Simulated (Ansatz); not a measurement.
HBr

```xyz
2

Br   -0.1688    0.0742   -2.6987
H    -0.0768    0.0336   -1.2817
```

Geometry: PBE0-D4/def2-TZVP.

All numbers below come from RKS PBE0-D4/def2-TZVPPD (Ansatz 0.2.0).

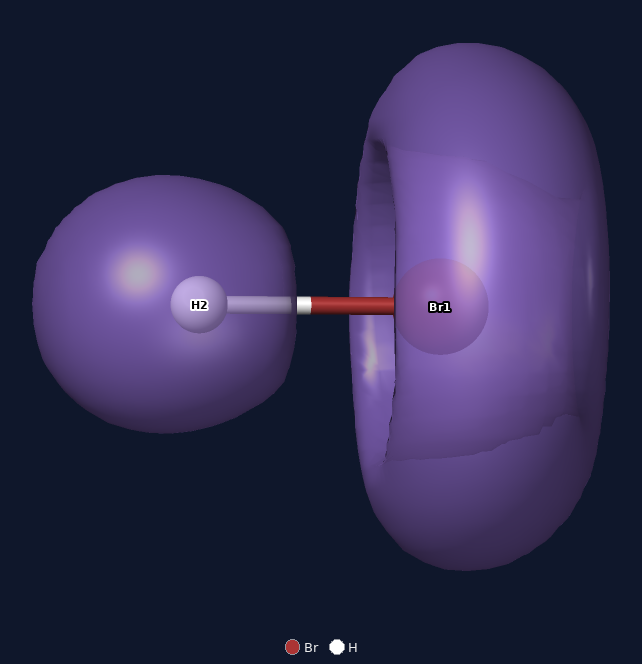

Figure 1. Isosurface of the ELF at 0.8 (purple), seen from one side. Core shells and regions of very low density are left out.

> What do the ELF domains correspond to?

At this value the surface marks out one region around a hydrogen nucleus and one ring or bowl of non-bonding electrons around Br. Profiles from the grid: Br–H (1.42 Å): the ELF climbs to about 1 towards the hydrogen, as it does in any bond to H.

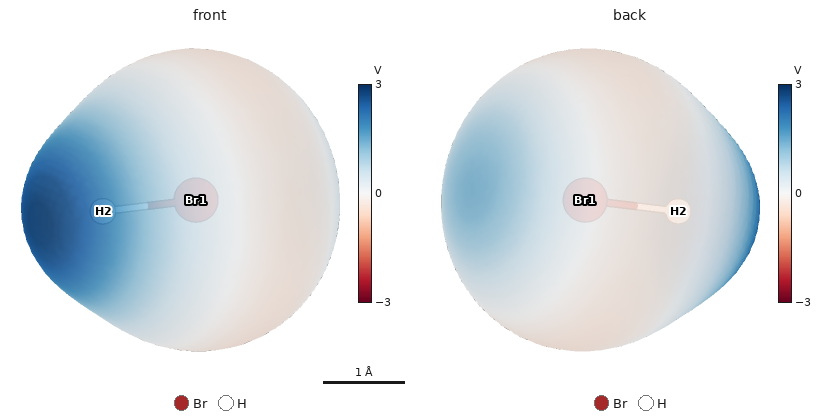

Figure 2. The electrostatic potential painted on the density surface at 0.004 e/bohr³, seen from the front and from behind; red is negative and blue positive.

> Where is the surface potential most negative and most positive?

The most negative region (about −0.3 V) lies over Br1, the most positive (about +2.8 V) over H2. Br1 shows a σ-hole: about +1.4 V at the tip opposite its bond, against about −0.3 V on its flanks.

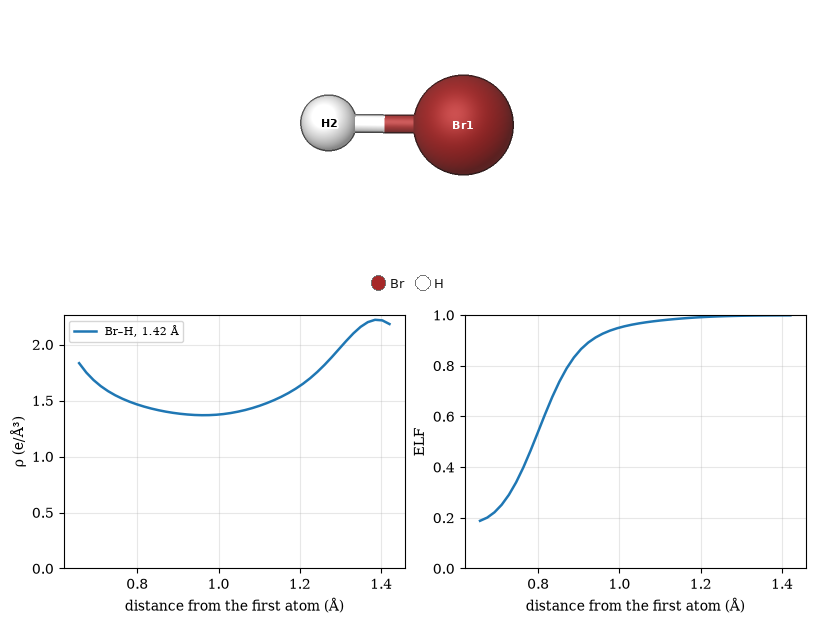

Figure 3. Electron density and electron localisation function along straight lines between neighbouring atoms. The curves leave out the atomic cores. The structure is drawn too.

> What can be read from the curves?

Br–H (1.42 Å): ρ is about 1.6 e/Å³ halfway; the ELF climbs to about 1 towards the hydrogen.
